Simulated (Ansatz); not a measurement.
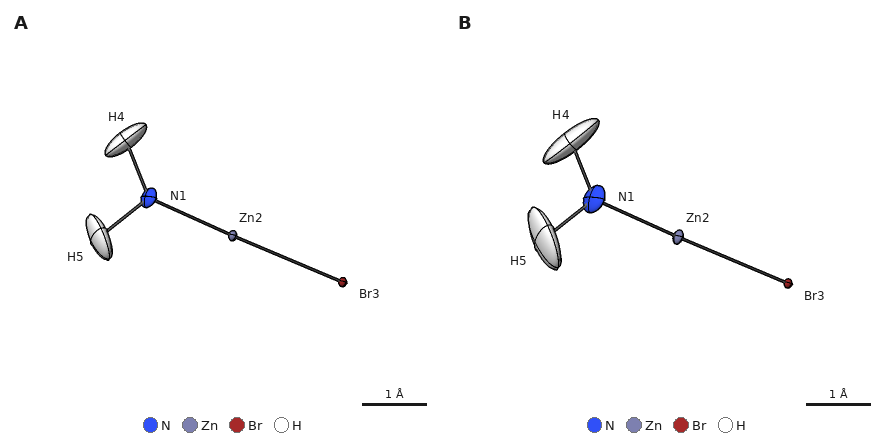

Displacement ellipsoids at the 50 % level, from the internal vibrations of the free molecule (harmonic, no overall translation or rotation; no half-axis is drawn under 0.075 Å). Vibrations computed with RKS PBE0-D4/def2-TZVP (Ansatz 0.2.0). One panel is for 298 K, the other for 600 K.

Which panel is for 600 K?

Answer. B.

How much does the mean-square displacement of N1 grow, and why?

Answer. U_eq goes from 0.0090 to 0.0173 Å², a factor of 1.9. Modes below kT (417 cm⁻¹ at 600 K) grow about in proportion to T, and the lowest lies at 120 cm⁻¹; the mean-square amplitude of a mode is its zero-point value times coth(ħω/2kT), which comes close to 1 only above about 3kT.
